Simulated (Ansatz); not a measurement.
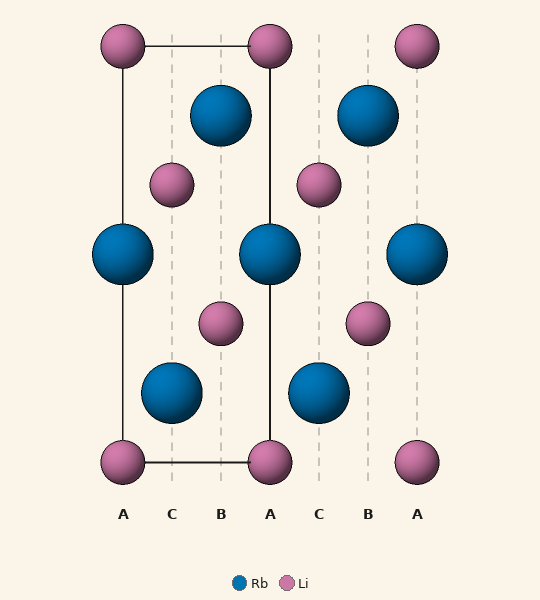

The picture looks along a close-packed row of the hexagonal mesh; [111] points upwards. The dashed lines mark the three columns A (0, 0), B (1/3, 2/3) and C (2/3, 1/3). The box is the hexagonal cell of the face-centred cubic lattice. The sequence starts with the first layer at or above the cell's origin.

RbLi. Coordinates: the end point of a relaxation with DFT PBE, scalar-relativistic, plane waves, PAW (Ansatz 0.2.0); the starting structure was generated, so it need not be a known form of this composition.

Read off the stacking sequence over one period.

Answer. Li(A) – Rb(C) – Li(B) – Rb(A) – Li(C) – Rb(B) (six layers in 13.63 Å).
